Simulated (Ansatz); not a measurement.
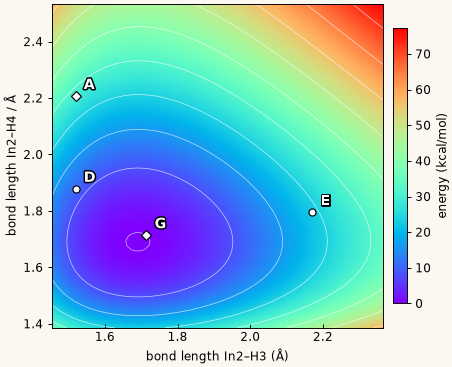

ClH2In, SMILES [Cl][InH2]. Coordinates scanned: (1) bond length In2–H3; (2) bond length In2–H4. Nothing is relaxed (all other coordinates rigid). Grid: 15 × 15 points. Points are written as (first, second). Energies: kcal/mol, counted from the lowest grid point. The restricted reference is unstable at some or all points, so the energies there are unreliable. These are results of RHF-MP2, frozen core/def2-TZVP (Ansatz 0.2.0), not measurements.

Drawn: a smooth colour map with a few white contour lines, lettered points. Between grid points the surface is interpolated.

**Is A the lowest point of the computed grid?**

No. A lies 29.8 kcal/mol above the lowest grid point, which is at (1.714 Å, 1.714 Å).

**What kind of point is each of A, D, E, G: minimum, saddle, maximum or slope?**

A: on a slope; D: on a slope; E: on a slope; G: minimum. (In these two coordinates alone; a stationary point may lie a little off the grid point.)
